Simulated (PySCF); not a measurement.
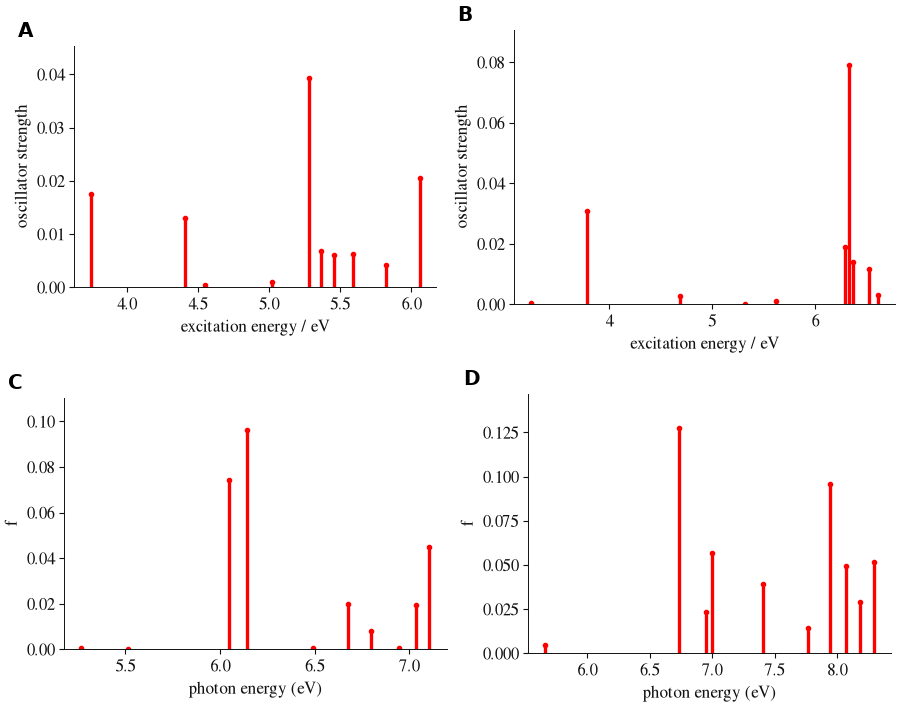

Vertical TDDFT excitations, PBE0/def2-TZVPD with PySCF 2.14.0, at a PBE0-D3(BJ)/def2-SVP geometry (no frequency check), gas phase. Each panel shows the lowest singlet states that were computed.

Which panel belongs to which molecule?
1. C₂H₅BrOSi, SMILES [SiH3]O/C=C\Br
2. B₂GeH₃Cl₃, SMILES [BH2][Ge@H]([Cl])[B](Cl)Cl, singlet
3. CH₃BCl₂OSi, SMILES O=C[SiH2]B(Cl)Cl
4. CH₇AlFN, SMILES [CH3][Al@H-]([NH3+])[F], singlet

A: 2 (S1 at 3.75 eV, brightest at 5.28 eV)
B: 3 (S1 at 3.25 eV, brightest at 6.33 eV)
C: 1 (S1 at 5.27 eV, brightest at 6.14 eV)
D: 4 (S1 at 5.66 eV, brightest at 6.74 eV)

Caveats, for all or some of the runs: core orbitals are frozen in the response; one conformer of a flexible molecule; spin-orbit coupling is left out, and with Br it can shift these levels and split any degenerate set; states above the negative HOMO energy depend on the basis.
